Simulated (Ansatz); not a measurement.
## Ir, response to strain

Take Ir in the fcc (Cu type) structure (space group Fm-3m, No. 225; a = 3.845 Å; relaxed with 0.1 eV smearing) as the base.

Strains are applied to the cell and any free atomic positions relax.

Level of theory: r2SCAN (Ansatz, a quantum-chemistry and plane-wave program; PAW; 500 eV plane waves; scalar-relativistic without spin-orbit coupling).

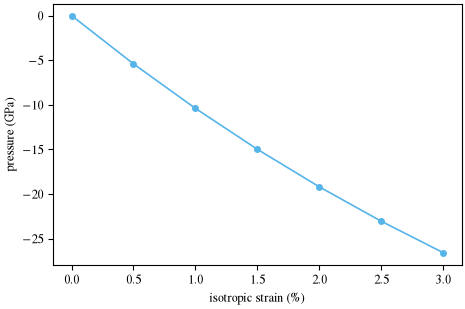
Figure. Pressure against isotropic strain

```
isotropic strain (%)   pressure
--------------------  ---------
0.5                    -5.4 GPa
1                     -10.4 GPa
1.5                   -15.0 GPa
2                     -19.2 GPa
2.5                   -23.1 GPa
3                     -26.6 GPa
```

Stability against distortions was not tested. All final runs are without spin polarisation.
